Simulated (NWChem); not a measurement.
# the pair GeH2S···BH2Br: a chain of runs

We compute a single-point energy (singlet BGeH4SBr, SVWN5/def2-SVP), then the energy (singlet GeH2S, SVWN5/def2-SVP), then a single-point energy (singlet BH2Br, SVWN5/def2-SVP), then the energy (singlet GeH2S, SVWN5/def2-SVP), then the energy (singlet BH2Br, SVWN5/def2-SVP) of BBrGeH4S and its partners. 

Program for the calculation: NWChem 7.3.0.

### Step 1. The system as given

The species is BGeH4SBr (8 atoms), meant as a singlet with charge 0. The two molecules were placed rigidly side by side, at 1.1 times their contact distance; the pair isn't optimised.

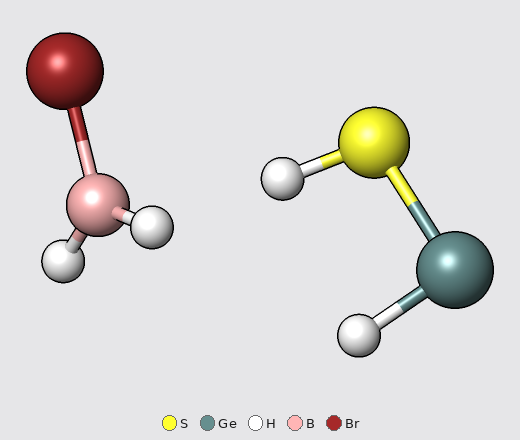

The structure, seen from a chosen angle (sulfur yellow, germanium teal, hydrogen white, boron pink, bromine red).

### Step 2. The energy at SVWN5/def2-SVP (run 1)

The input, input.nw:

```
start input
title "BBrGeH4S"
memory 2200 mb
charge 0

geometry noautosym nocenter noautoz
  S    -0.457150   -1.186770    0.276720
  Ge   -0.855550    0.752920   -0.738580
  H     0.765350   -0.947070    0.776220
  H     0.547350    1.380920   -0.314380
  B     2.023260    0.665250    3.557670
  Br    1.600970   -0.830780    4.634620
  H     3.059510    0.655190    2.975990
  H     1.234640    1.552720    3.507140
end

basis spherical bse
  * library def2-SVP
end

dft
  xc slater vwn_5
  grid fine
  convergence energy 1e-08
  iterations 100
  mulliken
  noprint "final vectors analysis"
end

task dft energy
```

On the command line:

```
$ nwchem input.nw > input.out
```

Output:

```text
[...]
          Wavefunction type:  closed shell.
          No. of atoms     :     8
          No. of electrons :    92
[...]
          Charge           :     0
          Spin multiplicity:     1
[...]
          AO basis - number of functions:   116
[...]
              XC Information
              --------------
                        Slater Exchange Functional  1.000 local
                      VWN V Correlation Functional  1.000 local
[...]
 d= 0,ls=0.0,diis     1  -5067.4091052670 -5.49D+03  1.44D-02  9.60D-01     5.0
[...]
 d= 0,ls=0.0,diis    12  -5067.4966703332 -6.41D-10  1.96D-07  2.45D-10    38.4
         Total DFT energy =    -5067.496670333169
      One electron energy =    -7897.710942993377
           Coulomb energy =     2603.457015116351
    Exchange-Corr. energy =     -193.028495428284
 Nuclear repulsion energy =      419.785752972141
[...]
      Total Density - Mulliken Population Analysis
     ---------------------------------------------
    Atom       Charge   Shell Charges
 -----------   ------   -------------------------------------------------------
    1 S   16    16.16   2.00  1.98  1.29  0.59  5.92  1.83  2.51  0.04
    2 Ge  32    31.89   2.00  2.00  1.99  1.52  0.38  6.00  5.97  1.06  0.88  8.05  1.83  0.21
    3 H    1     0.88   0.68  0.17  0.03
    4 H    1     1.06   0.67  0.39  0.01
    5 B    5     5.12   1.98  0.87  0.24  1.51  0.47  0.04
    6 Br  35    34.99   2.00  2.00  1.99  1.49  0.44  6.00  5.97  2.41  2.66  8.17  1.76  0.09
    7 H    1     0.95   0.71  0.23  0.01
    8 H    1     0.95   0.71  0.23  0.01
[...]
```

It took 40 s on 1 thread of Intel Xeon Platinum 8488C (Sapphire Rapids), shared host; peak memory 0.12 GiB.

### Step 3. GeH2S: the energy at SVWN5/def2-SVP (run 2)

The input, geh2s.nw:

```
start geh2s
title "GeH2S"
memory 2200 mb

geometry noautosym nocenter noautoz
  S     -0.457150    -1.186770     0.276720
  Ge    -0.855550     0.752920    -0.738580
  H      0.765350    -0.947070     0.776220
  H      0.547350     1.380920    -0.314380
end

basis spherical bse
  * library def2-SVP
end

dft
  xc slater vwn_5
  grid fine
  convergence energy 1e-08
  maxiter 100
  mulliken
  noprint "final vectors analysis"
end

task dft energy
```

On the command line:

```
$ nwchem geh2s.nw > geh2s.out
```

Output:

```text
[...]
          Wavefunction type:  closed shell.
          No. of atoms     :     4
          No. of electrons :    50
[...]
          Charge           :     0
          Spin multiplicity:     1
[...]
          AO basis - number of functions:    60
[...]
              XC Information
              --------------
                        Slater Exchange Functional  1.000 local
                      VWN V Correlation Functional  1.000 local
[...]
 d= 0,ls=0.0,diis     1  -2471.4302386689 -2.62D+03  2.12D-02  4.69D-01     2.3
[...]
 d= 0,ls=0.0,diis    11  -2471.4749433200 -2.76D-09  3.37D-07  2.46D-10    11.5
         Total DFT energy =    -2471.474943319953
      One electron energy =    -3739.824975242037
           Coulomb energy =     1221.233117600457
    Exchange-Corr. energy =     -100.831524453910
 Nuclear repulsion energy =      147.948438775538
[...]
      Total Density - Mulliken Population Analysis
     ---------------------------------------------
    Atom       Charge   Shell Charges
 -----------   ------   -------------------------------------------------------
    1 S   16    16.16   2.00  1.98  1.29  0.59  5.92  1.83  2.51  0.04
    2 Ge  32    31.89   2.00  2.00  1.99  1.52  0.38  6.00  5.97  1.06  0.88  8.05  1.83  0.21
    3 H    1     0.89   0.68  0.17  0.03
    4 H    1     1.06   0.67  0.39  0.01
[...]
```

Run time: 13 s. Hardware: 1 thread of Intel Xeon Platinum 8488C (Sapphire Rapids), shared host; peak memory 0.11 GiB.

### Step 4. BH2Br: the energy at SVWN5/def2-SVP (run 3)

The input, bbrh2.nw:

```
start bbrh2
memory total 2200 mb

geometry units atomic noautosym nocenter noautoz
B    3.82340728   1.25714030   6.72302194
Br   3.02539483  -1.56994667   8.75816249
H    5.78163598   1.23812966   5.62380605
H    2.33313146   2.93421555   6.62753408
end

basis "ao basis" spherical bse
B library def2-SVP
Br library def2-SVP
H library def2-SVP
end

dft
xc slater vwn_5
grid fine
convergence energy 1e-08
maxiter 100
mulliken
print low
end

task dft energy
```

On the command line:

```
$ nwchem bbrh2.nw > bbrh2.out
```

Output:

```text
[...]
 d= 0,ls=0.0,diis     1  -2595.9786590317 -2.66D+03  1.83D-02  4.83D-01     1.6
[...]
 d= 0,ls=0.0,diis    10  -2596.0203362339 -5.38D-09  2.75D-07  3.79D-10     8.6
         Total DFT energy =    -2596.020336233850
      One electron energy =    -3749.649377130037
           Coulomb energy =     1178.238865519147
    Exchange-Corr. energy =      -92.199061001343
 Nuclear repulsion energy =       67.589236378383
[...]
      Total Density - Mulliken Population Analysis
     ---------------------------------------------
    Atom       Charge   Shell Charges
 -----------   ------   -------------------------------------------------------
    1 B    5     5.09   1.98  0.87  0.23  1.51  0.46  0.04
    2 Br  35    35.00   2.00  2.00  1.99  1.49  0.45  6.00  5.97  2.41  2.66  8.17  1.76  0.09
    3 H    1     0.95   0.71  0.23  0.01
    4 H    1     0.95   0.71  0.23  0.01
[...]
```

Run time: 9.6 s. Hardware: 1 thread of Intel Xeon Platinum 8488C (Sapphire Rapids), shared host; peak memory 0.11 GiB.

### Step 5. GeH2S among ghost functions: the energy at SVWN5/def2-SVP (with ghost functions) (run 4)

The input, run.nw:

```
start run
title "GeH2S"
memory stack 880 mb heap 220 mb global 1100 mb

geometry units angstrom noautosym nocenter noautoz
 S       -0.457150      -1.186770       0.276720
 Ge      -0.855550       0.752920      -0.738580
 H        0.765350      -0.947070       0.776220
 H        0.547350       1.380920      -0.314380
 bqB      2.023260     0.665250     3.557670
 bqBr     1.600970    -0.830780     4.634620
 bqH      3.059510     0.655190     2.975990
 bqH      1.234640     1.552720     3.507140
end

basis spherical bse
 S library def2-SVP
 Ge library def2-SVP
 H library def2-SVP
 bqB library B def2-SVP
 bqBr library Br def2-SVP
 bqH library H def2-SVP
end

dft
 xc slater vwn_5
 mult 1
 grid fine
 convergence energy 1e-08
 iterations 100
 mulliken
 print low
end

task dft energy
```

On the command line:

```
$ nwchem run.nw > run.out
```

Output:

```text
[...]
 d= 0,ls=0.0,diis     1  -2471.4307720406 -2.62D+03  1.10D-02  4.69D-01     4.3
[...]
 d= 0,ls=0.0,diis    11  -2471.4754443015 -3.27D-09  1.70D-07  2.36D-10    33.2
         Total DFT energy =    -2471.475444301500
      One electron energy =    -3739.800294772256
           Coulomb energy =     1221.206700878099
    Exchange-Corr. energy =     -100.830289182881
 Nuclear repulsion energy =      147.948438775538
[...]
      Total Density - Mulliken Population Analysis
     ---------------------------------------------
    Atom       Charge   Shell Charges
 -----------   ------   -------------------------------------------------------
    1 S   16    16.16   2.00  1.98  1.29  0.59  5.92  1.83  2.52  0.04
    2 Ge  32    31.89   2.00  2.00  1.99  1.52  0.38  6.00  5.97  1.06  0.88  8.05  1.83  0.21
    3 H    1     0.88   0.68  0.16  0.03
    4 H    1     1.06   0.67  0.39  0.01
    5 X    0     0.01   0.00 -0.00  0.01 -0.00  0.00 -0.00
    6 X    0    -0.00  -0.00 -0.00 -0.00  0.00 -0.00 -0.00 -0.00 -0.00 -0.00 -0.00 -0.00 -0.00
    7 X    0    -0.00   0.00 -0.00 -0.00
    8 X    0    -0.00  -0.00 -0.00 -0.00
[...]
```

It took 34 s on 1 thread of Intel Xeon Platinum 8488C (Sapphire Rapids), shared host; peak memory 0.12 GiB.

### Step 6. BH2Br among ghost functions: a single-point energy at SVWN5/def2-SVP (with ghost functions) (run 5)

The input, bbrh2.nw:

```
echo
start bbrh2
title "BBrH2 SVWN5"
memory stack 880 mb heap 220 mb global 1100 mb
geometry units angstroms noautosym nocenter noautoz
B     2.023260    0.665250    3.557670
Br    1.600970   -0.830780    4.634620
H     3.059510    0.655190    2.975990
H     1.234640    1.552720    3.507140
bqS     -0.457150    -1.186770     0.276720
bqGe    -0.855550     0.752920    -0.738580
bqH      0.765350    -0.947070     0.776220
bqH      0.547350     1.380920    -0.314380
end
basis spherical bse
B library def2-SVP
Br library def2-SVP
H library def2-SVP
bqS library S def2-SVP
bqGe library Ge def2-SVP
bqH library H def2-SVP
end
dft
xc slater vwn_5
grid fine
convergence energy 1e-08
iterations 100
mulliken
print low
end
task dft energy
```

On the command line:

```
$ nwchem bbrh2.nw > bbrh2.out
```

Output:

```text
[...]
 d= 0,ls=0.0,diis     1  -2595.9787641135 -2.66D+03  8.86D-03  4.84D-01     4.0
[...]
 d= 0,ls=0.0,diis    10  -2596.0204697920 -5.36D-09  1.33D-07  3.79D-10    28.2
         Total DFT energy =    -2596.020469791987
      One electron energy =    -3749.642670748340
           Coulomb energy =     1178.231557954535
    Exchange-Corr. energy =      -92.198598227696
 Nuclear repulsion energy =       67.589241229515
[...]
      Total Density - Mulliken Population Analysis
     ---------------------------------------------
    Atom       Charge   Shell Charges
 -----------   ------   -------------------------------------------------------
    1 B    5     5.09   1.98  0.87  0.23  1.51  0.46  0.04
    2 Br  35    35.00   2.00  2.00  1.99  1.49  0.45  6.00  5.97  2.41  2.67  8.17  1.76  0.09
    3 H    1     0.96   0.71  0.24  0.01
    4 H    1     0.96   0.71  0.24  0.01
    5 X    0    -0.00   0.00  0.00 -0.00 -0.00  0.00 -0.00  0.00 -0.00
    6 X    0     0.00  -0.00 -0.00 -0.00 -0.00  0.00 -0.00 -0.00  0.00  0.00 -0.00  0.00 -0.00
    7 X    0     0.00  -0.00  0.00 -0.00
    8 X    0    -0.00   0.00 -0.00  0.00
[...]
```

It took 29 s on 1 thread of Intel Xeon Platinum 8488C (Sapphire Rapids), shared host; peak memory 0.12 GiB.

### Step 7. Outcome

| quantity | value |
| --- | --- |
| run 1, SVWN5/def2-SVP: total energy | -5067.49667 Eh |
| run 1, SVWN5/def2-SVP: dipole moment | 1.11 D |
| GeH2S: total energy | -2471.47494 Eh |
| GeH2S: dipole moment | 1.14 D |
| BH2Br: total energy | -2596.02034 Eh |
| GeH2S among ghost functions: total energy | -2471.47544 Eh |
| BH2Br among ghost functions: total energy | -2596.02047 Eh |
| interaction energy of the rigid parts GeH2S and BH2Br (parts in their own basis; closest atoms 3.45 Å apart) | -0.038 eV |
| interaction energy of the rigid parts GeH2S and BH2Br (parts in the whole basis, counterpoise; closest atoms 3.45 Å apart) | -0.021 eV |

What this shows: The interaction energy of the rigid parts GeH2S and BH2Br (parts in their own basis; closest atoms 3.45 Å apart) is −0.04 eV (−0.9 kcal/mol): the parts attract. Without counterpoise this holds the superposition error of the basis. The interaction energy of the rigid parts GeH2S and BH2Br (parts in the whole basis, counterpoise; closest atoms 3.45 Å apart) is −0.02 eV (−0.5 kcal/mol): the parts attract. The basis-set superposition error is 1.7 kJ/mol. Mulliken charges (run 1, SVWN5/def2-SVP) run from -0.16 on S1 to +0.12 on H3; they depend strongly on the basis. Mulliken charges (BH2Br) run from -0.09 on B1 to +0.05 on H3; they depend strongly on the basis.
